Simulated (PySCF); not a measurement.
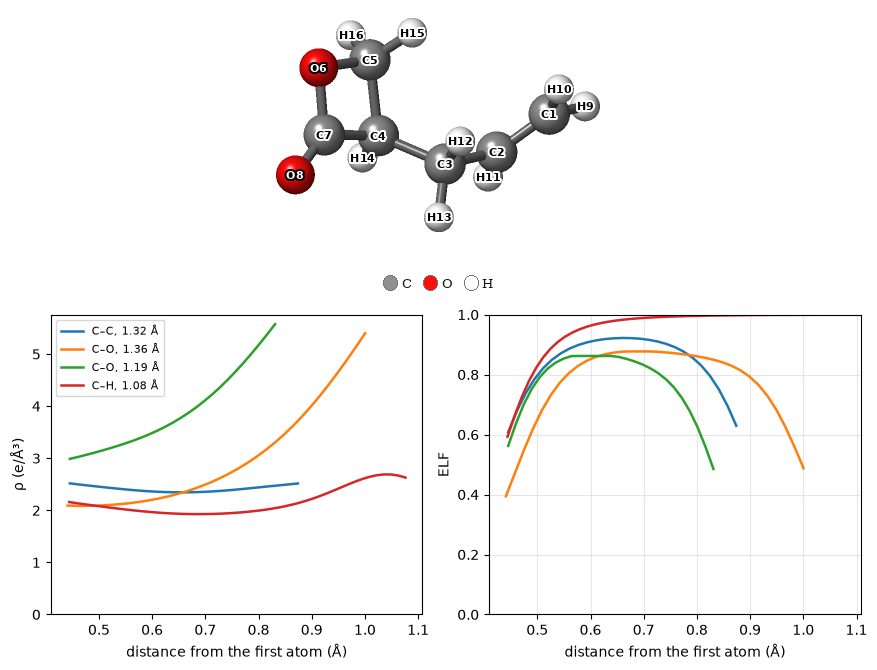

*C₆H₈O₂. Total electron density and ELF along straight lines between neighbouring atoms. The curves leave out the atomic cores. The structure is drawn too.*

Geometry: GFN2-xTB.

Computed with PBE0/pcSseg-1, SCF density, gas phase, non-relativistic in PySCF.

```xyz
16

C     2.4379    0.6671   -0.0713
C     1.5688   -0.0473   -0.7603
C     0.4656   -0.8514   -0.1462
C    -0.8967   -0.2891   -0.5466
C    -1.3551    1.0036    0.1479
O    -2.4556    0.2979    0.7517
C    -2.0972   -0.8792    0.1807
O    -2.5973   -1.9511    0.2830
H     3.2137    1.2394   -0.5496
H     2.4165    0.7018    1.0059
H     1.6100   -0.0672   -1.8416
H     0.5586   -0.8495    0.9415
H     0.5201   -1.8866   -0.4922
H    -1.0088   -0.2828   -1.6315
H    -0.6765    1.3950    0.9063
H    -1.7115    1.8083   -0.4951
```

Question: What kind of bonding do the profiles show?

Answer: C–C (1.32 Å): the density is about 2.3 e/Å³ at the midpoint; the ELF peaks at about 0.90 between the atoms (a multiple bond).
C–O (1.36 Å): the density is about 2.4 e/Å³ at the midpoint, with its minimum of 2.1 e/Å³ about 0.5 Å from C; the ELF peaks at about 0.90 between the atoms (a shared but strongly polarised pair).
C–O (1.19 Å): ρ is about 3.5 e/Å³ halfway; the ELF peaks at about 0.85 between the atoms (a short, multiple covalent bond).
C–H (1.08 Å): ρ is about 2 e/Å³ halfway; the ELF climbs to about 1 towards the hydrogen, as it does in any bond to H (a covalent bond by its length).
